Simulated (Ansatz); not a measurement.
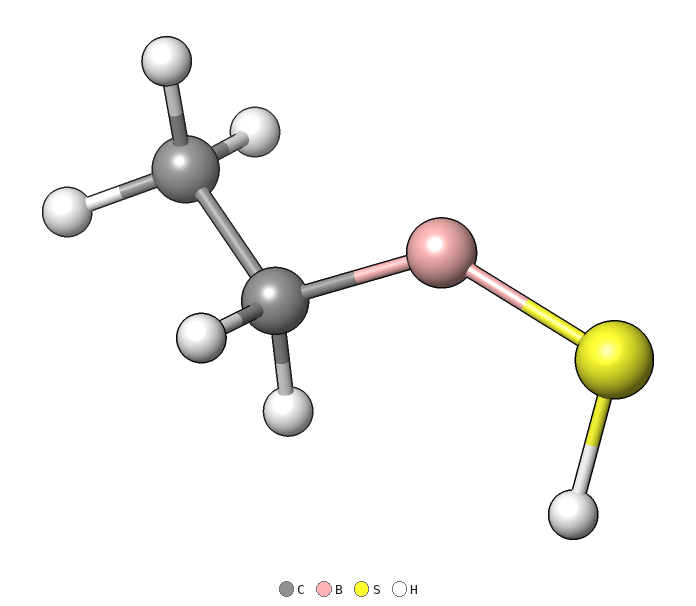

Ball-and-stick drawing of a structure.

State: neutral, doublet.

Identify the structure.

Formula C₂H₆BS. Its SMILES string is `CC[B]S`. It has no ring. The point group is C1. It is an open-shell species. Coordination: 2 C tetrahedral; 1 B bent; 1 S bent.

More results for the same structure follow; atom numbers are the same in all pictures, views and colours differ. The computed structure is the end point of a PBE0-D4/def2-TZVP optimisation.

**Shape**

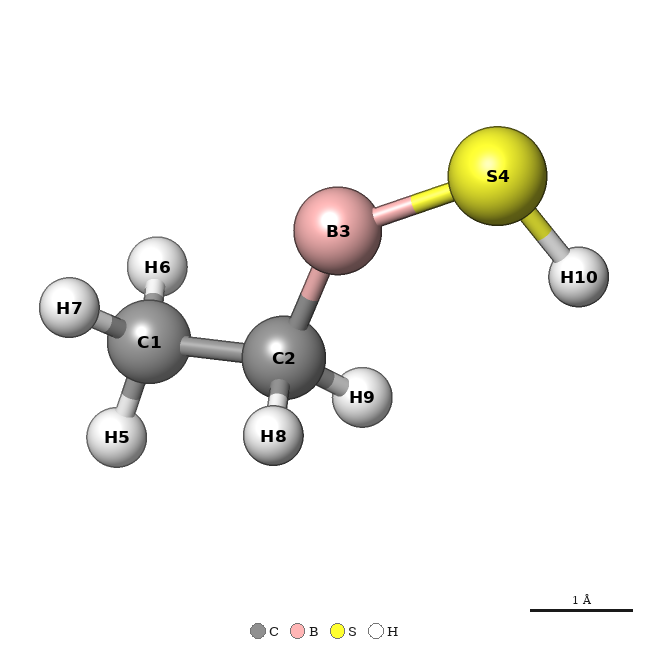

Atoms carry their numbers in the input.

Give these bond angles: C2–C1–H5, C2–C1–H6, C2–C1–H7, C1–C2–B3, C1–C2–H8, C1–C2–H9, B3–C2–H8, B3–C2–H9, C2–B3–S4, B3–S4–H10.

```
    angle  degrees
 C2–C1–H5    111.3
 C2–C1–H6    111.1
 C2–C1–H7    111.0
 C1–C2–B3    116.4
 C1–C2–H8    109.5
 C1–C2–H9    110.5
 B3–C2–H8    104.8
 B3–C2–H9    109.9
 C2–B3–S4    134.7
B3–S4–H10    101.5
```

**Dipole moment**

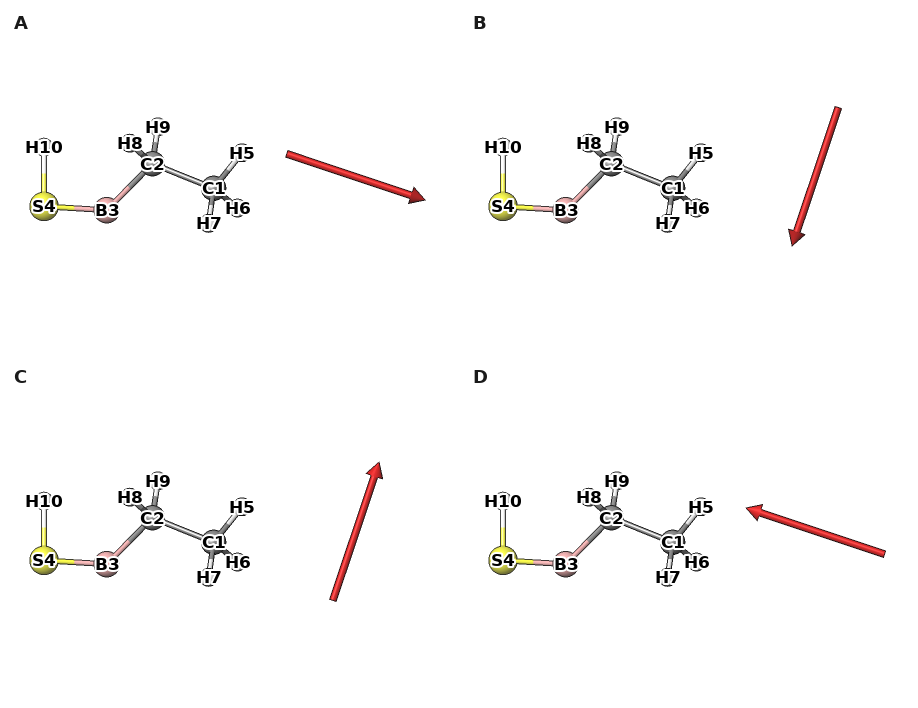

The same molecule four times, each with an arrow. Properties computed with UKS r2SCAN-D4/def2-TZVPP (Ansatz 0.2.0).

Which arrow points along the dipole moment, from the negative to the positive end?

C. The dipole moment is 1.71 D; it points from the side of S4 to the side of H5, H9 (the outermost atoms at the two ends).

**Vibrations**

Harmonic vibrations computed with UKS PBE0-D4/def2-TZVP (Ansatz 0.2.0) at a stationary point of the same level.

How many vibrational modes are there, and where do they lie?

24 modes: 50, 175, 217, 322, 417, 648, 677, 863, 957, 980, 1050, 1120, 1253, 1319, 1406, 1411, 1492, 1497, 2521, 2996, 3032, 3052, 3123, 3131 cm⁻¹.

**Charges**

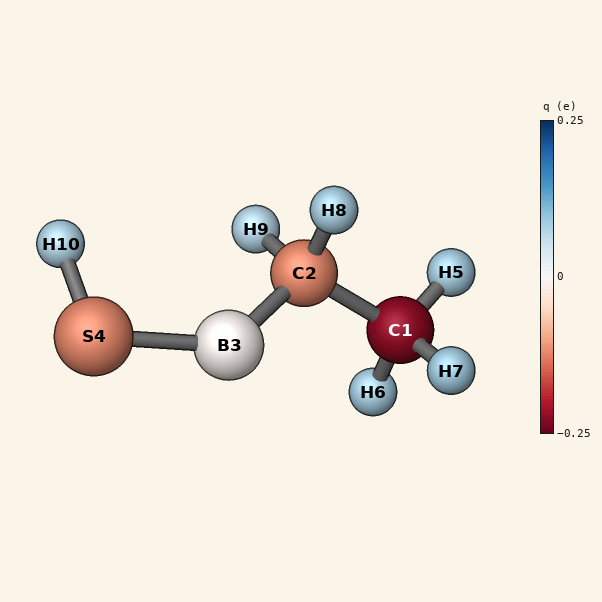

Atoms are coloured by their Mulliken charges. Level of theory: UKS B3LYP-D4/def2-TZVPP (Ansatz 0.2.0).

Which atom carries the highest charge (most positive or least negative)?

H7 (0.09 e).

And the lowest?

C1 (−0.22 e).

List the Mulliken charges.

```tsv
atom	value (e)
C1	−0.22
C2	−0.12
B3	−0.01
S4	−0.12
H5	0.08
H6	0.08
H7	0.09
H8	0.08
H9	0.07
H10	0.07
```

Mulliken values depend strongly on the basis set and can even reverse the polarity of a bond.
